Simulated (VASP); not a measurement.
Band structure of Re (hcp). These are PBEsol GGA, VASP's PBE PAW potentials (set 64) (plane waves; VASP) values and carry that method's errors.

Unless said otherwise, spin-orbit coupling is left out, though it shifts the bands of the heavy elements here.

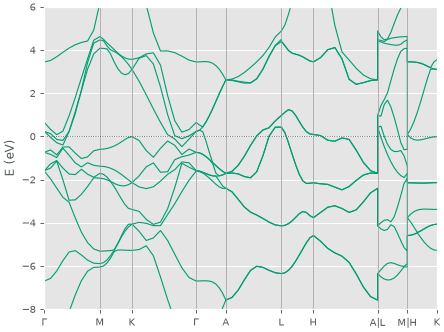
Figure. Bands along high-symmetry lines, zero at the valence-band maximum or, without a gap, the Fermi level

Task: Read the plot: is there a gap, and where are the band edges?

Result: It has no gap at this level: it comes out as a metal or semimetal. (Edges off the drawn lines would not show.)

The compound is Re in the hcp structure. It was relaxed first.
